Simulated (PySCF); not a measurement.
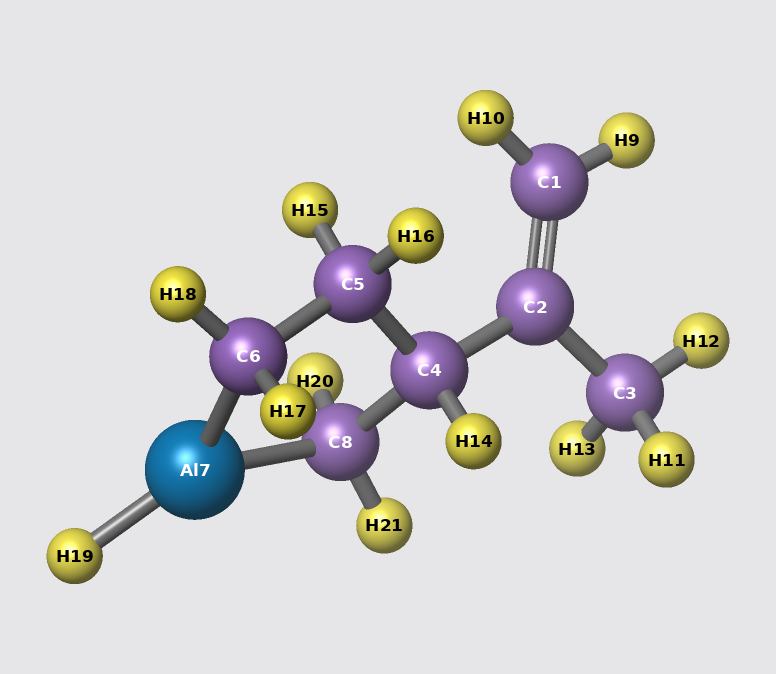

Computed geometry: PBE0-D3(BJ)/def2-SVP optimisation. No frequency run is at hand to confirm it as a minimum. Method: delta-SCF UKS SCAN, pcX-2 on the ionised atom, pcseg-1 elsewhere, spin-free X2C (PySCF 2.14.0).

Give the core-electron binding energies (to vacuum; p and d levels without spin–orbit splitting) of C1 1s, C2 1s, C3 1s, C4 1s, C5 1s, C6 1s, Al7 1s, Al7 2p, C8 1s.

```tsv
atom	level	binding energy (eV)
C1	1s	289.4
C2	1s	290.1
C3	1s	290.4
C4	1s	290.3
C5	1s	290.2
C6	1s	289.4
Al7	1s	1566.3
Al7	2p	79.9
C8	1s	289.3
```
